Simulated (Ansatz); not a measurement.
Calibrating PBE0-D4/def2-TZVPP on molecular compounds of Ga

The vertical ionisation energy (cation less neutral) in eV of 8 molecular compounds of Ga: x at PBE0-D4/def2-TZVPP, y at CCSD(T)/def2-TZVPP. Shapes, held fixed at every level: PBE0-D4/def2-TZVP. Flexible molecules stand in one conformer, not always the lowest. Programs: Ansatz 0.2.0.

| molecule | x (eV) | y (eV) |
| --- | --- | --- |
| C2H10GaN3 (SMILES C[N](C)[Ga]([NH2])[NH2]) | 7.71 | 7.92 |
| C6H14FGa (SMILES C[CH](C)[Ga]([F])[CH](C)C) | 8.66 | 8.99 |
| C2H6Cl2GaN (SMILES C[N](C)[Ga]([Cl])[Cl]) | 8.67 | 8.83 |
| C2H8GaNO (SMILES C[O][Ga]([CH3])[NH2]) | 9.12 | 9.51 |
| C4H11ClFGaSi (SMILES C[Si](C)(C)[CH2][Ga]([F])[Cl]) | 10.09 | 10.46 |
| C4H9Cl2GaO (SMILES CC(C)(C)[O][Ga]([Cl])[Cl]) | 10.13 | 10.43 |
| GaH(SH)Cl | 10.24 | ? |
| GaH2Br (SMILES [GaH2][Br]) | 10.35 | 10.52 |

Fit y = c + s·x to the known rows and predict y for GaH(SH)Cl.


1. Means of the 7 rows: x = 9.2471, y = 9.523.
2. Σ(Δx)² = 5.7629, Σ(Δx·Δy) = 5.8687, so the slope is 5.8687/5.7629 = 1.0184.
3. Intercept: 9.523 − (1.0184) × 9.2471 = 0.106. The largest residual of the fit is 0.13.
4. GaH(SH)Cl: 0.106 + 1.0184 × 10.24 = 10.53 eV.

CCSD(T)/def2-TZVPP gives 10.30 eV, so the prediction is off by +0.23 eV, more than the largest residual. Uncorrected, PBE0-D4/def2-TZVPP misses it by -0.06 eV, and the other rows by 0.28 on average. The line makes this one worse. Left out in turn, the other rows are missed by 0.11 eV on average, so much of the error is systematic among these molecules. Cations run unrestricted. Relativity is left out for Br, Ga. Outer-core shells of Br, Ga are correlated, in sets that cover them unevenly.

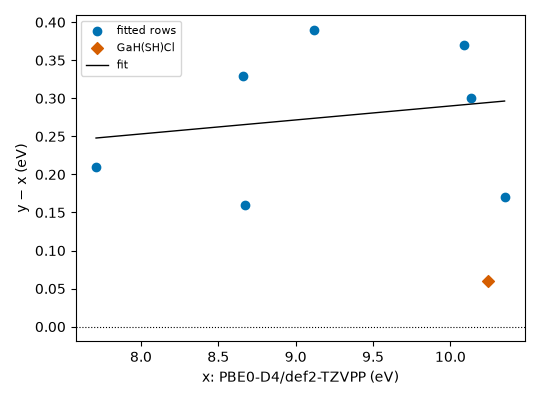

The correction y − x against x, with the fitted line and the withheld molecule.
